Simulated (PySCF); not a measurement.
## A study: Cl$_{2}$Ge, SMILES `Cl[Ge]Cl`

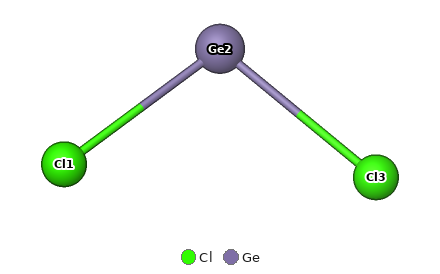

The molecule, with its atoms numbered as below. No frequency check shows the geometry to be a minimum.

Coordinates in Å:

```
Cl1      1.6509    0.6766    0.0000
Ge2      0.0000   -0.7189    0.0000
Cl3     -1.6509    0.6766    0.0000
```

Part 1: Bonding charge

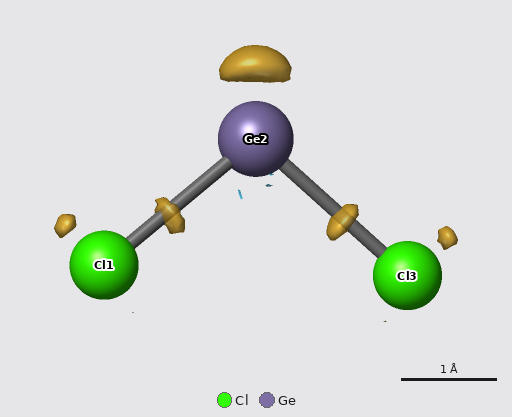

Deformation density (molecule less spherical, spin-averaged free atoms at the same positions), surfaces at ±0.1 e/Å³; yellow: gain, teal: loss.

Computed with PySCF, B3LYP/cc-pVDZ, geometry: GFN2-xTB.

> Describe the bonding that the map shows.

Cl1–Ge2 and Ge2–Cl3: +0.03 e/Å³ at the bond critical point (bond length 2.16 Å, Mayer order 1.1); up to 0.6 Å beside the axis the gain reaches +0.12 e/Å³. In all, 0.7 electrons gather in the regions of gain relative to the promolecule. A small or negative value marks a very polar bond, one between electron-rich atoms, whose free-atom densities already overlap strongly, a long bond to a heavier atom, or a closed-shell contact such as a hydrogen bond.

> Where do the Hirshfeld charges lie?

The highest Hirshfeld charge is on Ge2 (+0.34 e), the lowest on Cl1 and Cl3 (−0.17 e).

```tsv
atom	charge (e)
Cl1	−0.17
Ge2	+0.34
Cl3	−0.17
```

Part 2: Local ionisation energy

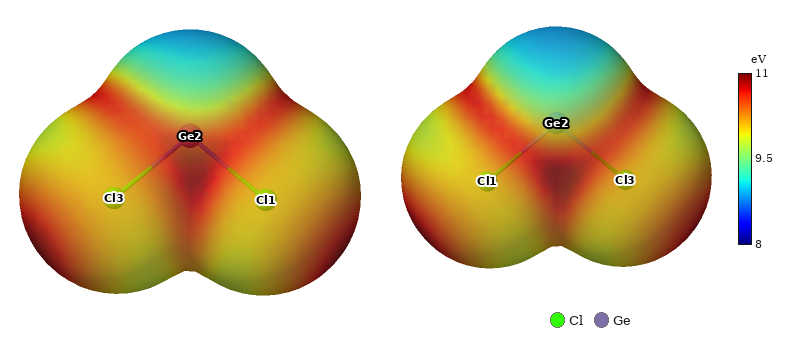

Average local ionisation energy on the surface of electron density 0.001 a.u. (back view left, front view right).

> Where are the most loosely bound electrons on this surface?

The lowest value is 8.9 eV, 2.3 Å from Ge2. Further minima include 9.8 eV, 2.1 Å from Cl3, and at like points elsewhere; 9.8 eV, 2.1 Å from Cl3, and at like points elsewhere. For comparison, the highest occupied orbital lies at −7.8 eV.

Part 3: In an electric field

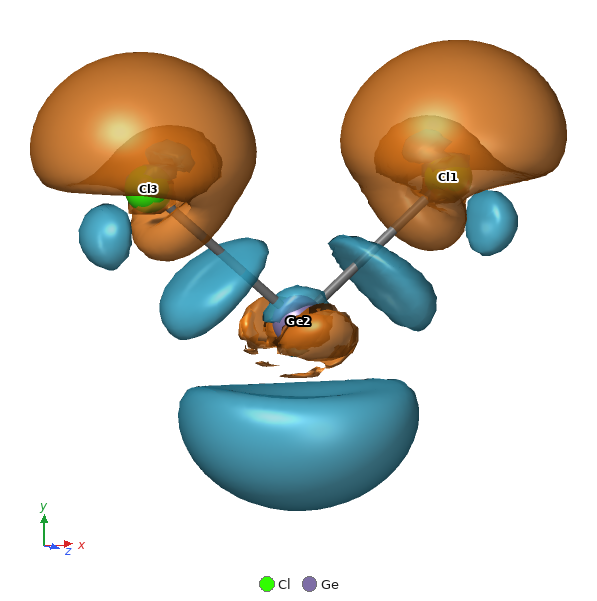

Change of the electron density in a uniform field of 0.41 V/Å, surfaces at ±0.003 e/Å³ (light blue: gain, orange: loss).

Method: PBE0/def2-SVP; geometry: GFN2-xTB; program: PySCF. A basis without diffuse functions makes polarisabilities too small.

The field was applied in both directions; the picture shows the one opposite to the script's first.

> Along which Cartesian direction does the field point?

Along +y: electrons gather on the −y side, against the field.

> What dipole is induced, and what polarisability does it imply?

The induced dipole is 0.93 D (along the field); α along this axis, from the fields in both directions, is 45 bohr³ (6.7 Å³).

Part 4: Localised orbitals

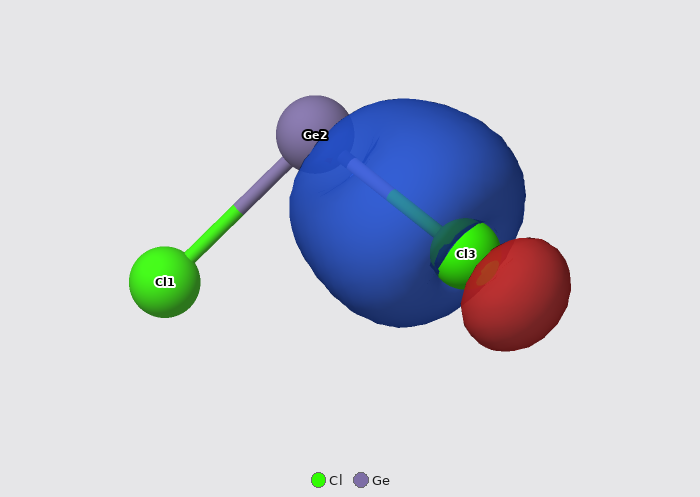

Pipek–Mezey orbitals, occupied; each surface holds about 85 % of the orbital's density. Energies are diagonal elements of the Fock matrix.

Method: r2SCAN/def2-TZVP; geometry: GFN2-xTB; program: PySCF.

> What does this orbital represent?

σ bond Cl3–Ge2 (Cl3 74 %, Ge2 26 %; −14.2 eV).

> How do all the valence pairs divide up?

14 pairs: 7 lone pairs, 5 d pairs and 2 σ bonds.
